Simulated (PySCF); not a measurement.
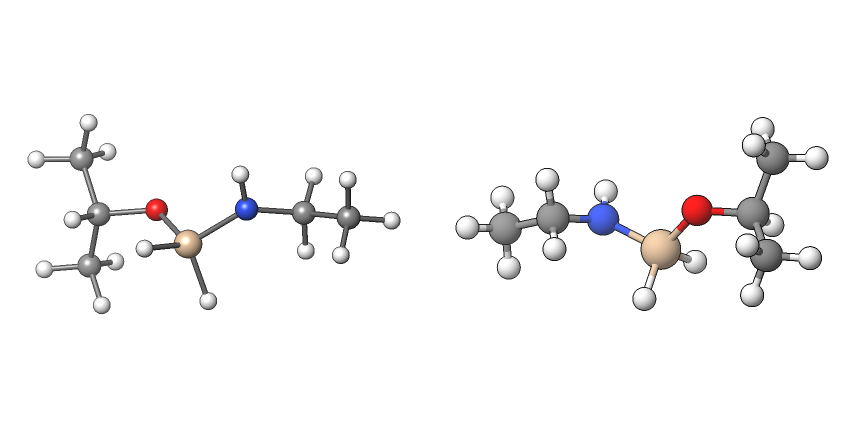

The same structure drawn twice, from different directions. Colours: carbon grey, nitrogen blue, silicon light orange, oxygen red, hydrogen white.

Computed geometry: PBE0-D3(BJ)/def2-SVP optimisation. No frequency run is at hand to confirm it as a minimum.

Count the atoms of each element.

C₅H₁₅NOSi, 23 atoms: 5 carbon, 15 hydrogen, 1 nitrogen, 1 oxygen and 1 silicon.

Does it have rings?

It has no ring.

What is its SMILES?

CCN[SiH2]OC(C)C

How many bonds of each kind are drawn?

12 C–H, 3 C–C, 2 Si–H, 1 C–N, 1 N–Si, 1 O–Si, 1 C–O, 1 N–H.

More results for the same structure follow; atom numbers are the same in all pictures, views and colours differ.

### Geometry

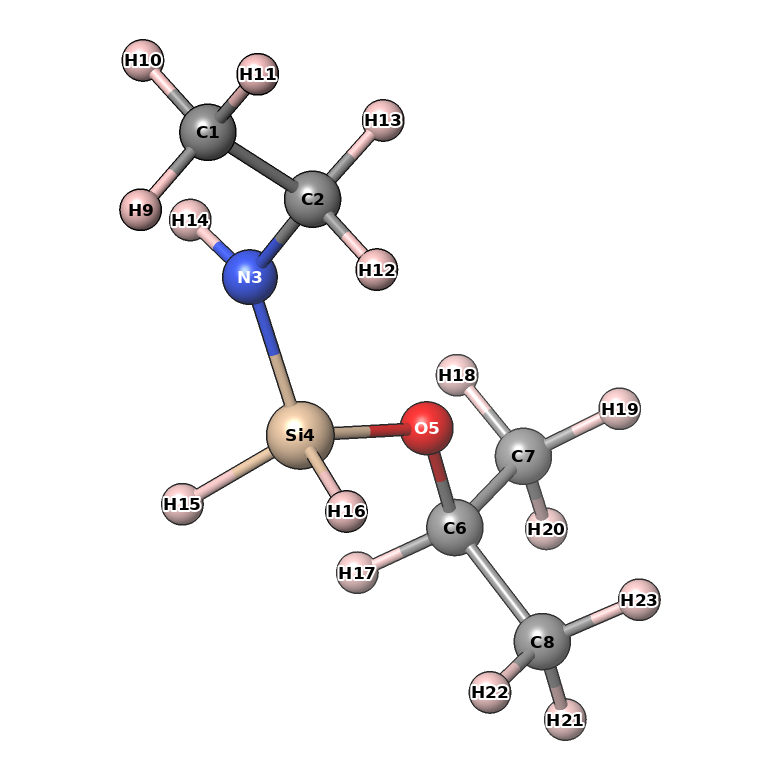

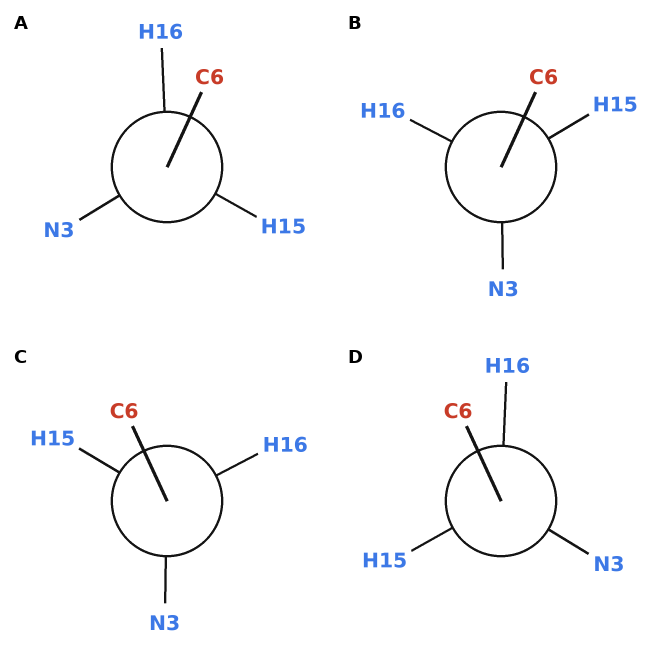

Distant atoms are faded towards the background colour. Bonds that would overlap in a projection are set slightly apart. No frequency run is at hand to confirm it as a minimum.

Which Newman projection shows the view along O5–Si4, with O5 in front?

C. The torsion angle C6–O5–Si4–N3 is −154°, antiperiplanar (anti).

### Core levels

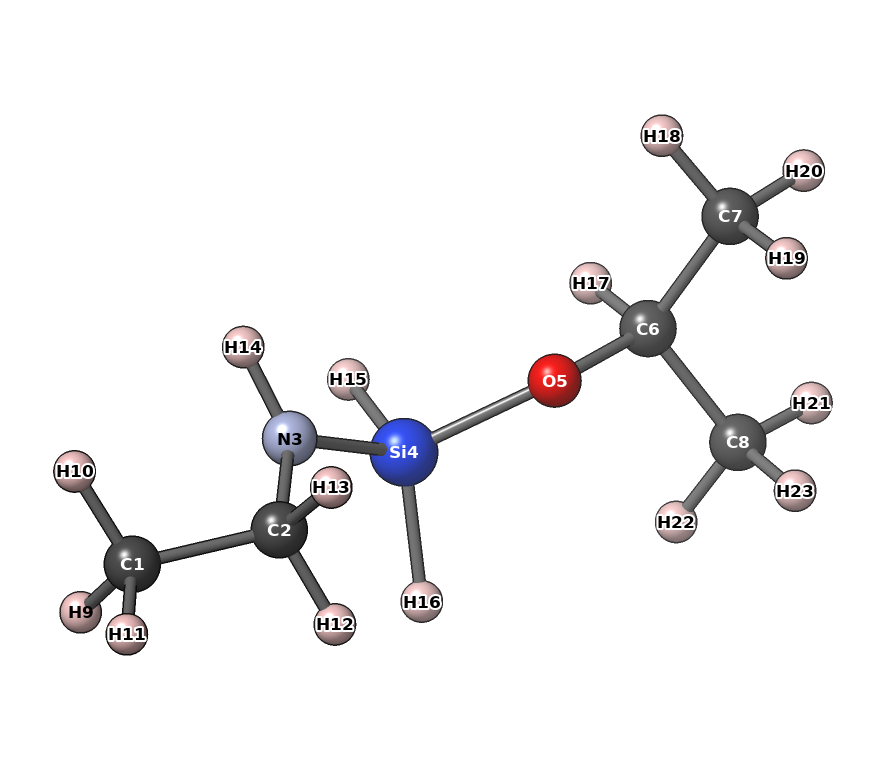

No frequency run is at hand to confirm it as a minimum. Level of theory: delta-SCF UKS SCAN, pcX-2 on the ionised atom, pcseg-1 elsewhere, spin-free X2C (PySCF 2.14.0).

Give the core-electron binding energies (to vacuum; p and d levels without spin–orbit splitting) of C1 1s, C2 1s, N3 1s, Si4 1s, Si4 2p, O5 1s, C6 1s, C7 1s.

| atom | level | binding energy (eV) |
| --- | --- | --- |
| C1 | 1s | 290.5 |
| C2 | 1s | 291.5 |
| N3 | 1s | 404.2 |
| Si4 | 1s | 1846.9 |
| Si4 | 2p | 107.1 |
| O5 | 1s | 537.3 |
| C6 | 1s | 292.0 |
| C7 | 1s | 290.4 |

### Quadrupole coupling

No frequency run is at hand to confirm it as a minimum. Electric field gradients from the ground-state density, PBE0/pcSseg-1 (PySCF 2.14.0), non-relativistic apart from any core potentials.

Give the largest field-gradient component, the quadrupole coupling constant and the asymmetry for 14N at N3 (Q = 20.44 mb), 17O at O5 (Q = −25.6 mb), 2H at H9 (Q = 2.86 mb), 2H at H10 (Q = 2.86 mb).

| atom | V_zz (a.u.) | e²qQ/h (MHz) | η |
| --- | --- | --- | --- |
| N3 | −1.026 | −4.93 | 0.38 |
| O5 | 1.682 | −10.12 | 0.42 |
| H9 | 0.292 | 0.196 | 0.02 |
| H10 | 0.290 | 0.195 | 0.03 |

### Polarisability

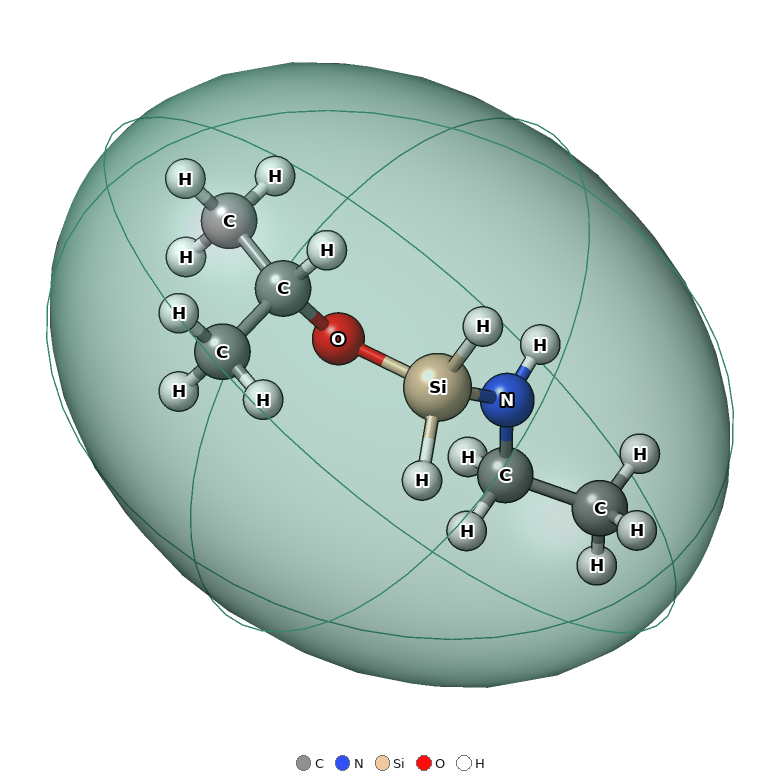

The ellipsoid shows the static dipole polarisability: its half-axes are proportional to the principal values. No frequency run is at hand to confirm it as a minimum. Computed with B3LYP/def2-SVPD (PySCF 2.14.0).

Give the principal values, the mean and the anisotropy.

Principal values 92.0, 94.6, 124.1 bohr³; mean 103.6 bohr³ (15.35 Å³); anisotropy 30.9 bohr³, so the longest axis is 1.35 times the shortest.

### Charges

The questions are on IAO charges. No frequency run is at hand to confirm it as a minimum. Method: PBE0/pcSseg-1, gas phase (PySCF 2.14.0).

Which atom carries the highest charge (most positive or least negative)?

Si4 (1.06 e).

And the lowest?

N3 (−0.67 e).

Give the IAO charges atom by atom.

```json
{"atom": "C1", "value (e)": "−0.41"}
{"atom": "C2", "value (e)": "−0.13"}
{"atom": "N3", "value (e)": "−0.67"}
{"atom": "Si4", "value (e)": "1.06"}
{"atom": "O5", "value (e)": "−0.66"}
{"atom": "C6", "value (e)": "0.12"}
{"atom": "C7", "value (e)": "−0.41"}
{"atom": "C8", "value (e)": "−0.42"}
{"atom": "H9", "value (e)": "0.14"}
{"atom": "H10", "value (e)": "0.13"}
{"atom": "H11", "value (e)": "0.14"}
{"atom": "H12", "value (e)": "0.13"}
{"atom": "H13", "value (e)": "0.12"}
{"atom": "H14", "value (e)": "0.25"}
{"atom": "H15", "value (e)": "−0.16"}
{"atom": "H16", "value (e)": "−0.17"}
{"atom": "H17", "value (e)": "0.11"}
{"atom": "H18", "value (e)": "0.14"}
{"atom": "H19", "value (e)": "0.14"}
{"atom": "H20", "value (e)": "0.13"}
{"atom": "H21", "value (e)": "0.14"}
{"atom": "H22", "value (e)": "0.14"}
{"atom": "H23", "value (e)": "0.14"}
```
